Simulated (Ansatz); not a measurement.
A computed series for HfO2: pressure series

The reference is HfO2 (space group P2_1/c, No. 14; a = 5.162 Å, b = 5.213 Å, c = 5.353 Å, α = γ = 90.00°, β = 99.66°).

Cell and atoms are relaxed at each pressure.

All numbers come from Ansatz (a quantum-chemistry and plane-wave program), PBE, PAW, cutoff 420 eV, no spin-orbit coupling, earlier PAW set.

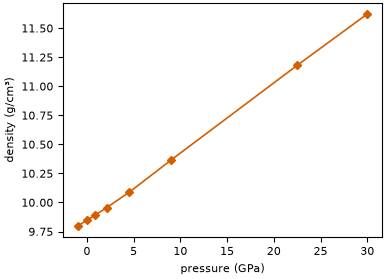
Figure. Density against pressure

| pressure (GPa) | density |
|---|---|
| -1 | 9.80 g/cm³ |
| 0.9 | 9.89 g/cm³ |
| 2.1 | 9.96 g/cm³ |
| 4.5 | 10.09 g/cm³ |
| 9 | 10.37 g/cm³ |
| 22.5 | 11.18 g/cm³ |
| 30 | 11.62 g/cm³ |

Load acts through the strain it causes; cell and atoms are relaxed under it. Stability against distortions was not tested. No other phases were tried under pressure.
